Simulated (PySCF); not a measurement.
SMILES Oc1cccc(-c2ccco2)c1 at its GFN2-xTB optimised geometry (Å):

```
20

O     -3.1799    -1.8695    -0.0007
C     -2.4618    -0.7143     0.0000
C     -3.1558     0.4926     0.0002
C     -2.4532     1.6828     0.0006
C     -1.0710     1.6906     0.0006
C     -0.3665     0.4867     0.0000
C      1.0833     0.4664    -0.0006
C      2.0101     1.4797    -0.0341
C      3.2797     0.8626    -0.0165
C      3.0428    -0.4769     0.0267
O      1.7257    -0.7266     0.0361
C     -1.0756    -0.7143     0.0000
H     -2.5810    -2.6261    -0.0003
H     -4.2336     0.4732     0.0002
H     -2.9935     2.6176     0.0013
H     -0.5359     2.6261     0.0025
H      1.8163     2.5316    -0.0694
H      4.2336     1.3488    -0.0337
H      3.7021    -1.3220     0.0534
H     -0.5329    -1.6498    -0.0005
```

Computed with PBE/def2-SVP in PySCF 2.14.0.

Map of the HOMO amplitude (bohr^(-3/2)) on the plane z = 0.6 Å; orbital energy -4.97 eV, overall sign arbitrary:

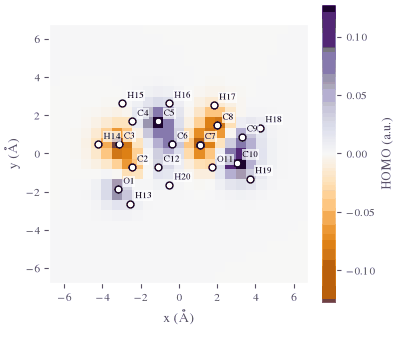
Figure. HOMO amplitude (bohr^(-3/2)) on the plane z = 0.6 Å.
